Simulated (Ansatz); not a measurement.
C2H5ClSn (SMILES C[CH2][Sn][Cl])

```xyz
9

C    -0.6722    0.7400   -2.1216
C    -0.0472    0.0726   -0.8965
Cl    0.3816   -0.9970    2.2823
Sn   -1.2049    0.3009    0.9936
H    -1.6726    0.3325   -2.3481
H    -0.0601    0.6027   -3.0300
H    -0.7941    1.8280   -1.9821
H     0.9620    0.4673   -0.6793
H     0.0872   -1.0147   -1.0390
```

Geometry: B3LYP-D3(BJ)/def2-SVP; core potentials replace the inner electrons of Sn.

Method: isolated molecule in a Gaussian basis; Kohn-Sham density functional theory, functional PBE0 (Ansatz).

Question: What can the converged electron density and electron localisation function tell about the bonding?

Answer: C–C (1.53 Å): ρ is about 1.6 e/Å³ halfway; the ELF peaks at about 0.95 between the atoms (localised, covalent bonding).
C–Sn (2.23 Å): ρ at the midpoint is about 0.64 e/Å³; the ELF peaks at about 0.90 in the valence shell of C, 0.8 Å from its nucleus, and drops to about 0.20 between the two atoms.
Sn–Cl (2.42 Å): ρ at the midpoint is about 0.51 e/Å³; the ELF peaks at about 0.80 in the valence shell of Cl, 0.8 Å from its nucleus, and drops to about 0.15 between the two atoms.
C–H (1.10 Å): the density is about 1.9 e/Å³ at the midpoint; the ELF climbs to about 1 towards the hydrogen, as it does in any bond to H: a covalent bond by its length.

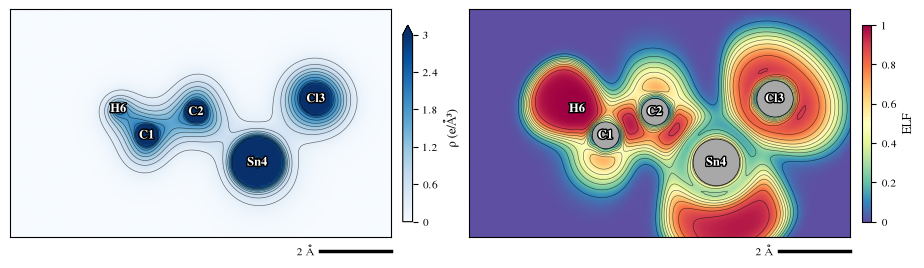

Computed electron density and electron localisation function on the plane of atoms C1, C2 and Sn4, in this order. Grey discs cover the atomic cores in the ELF map. 
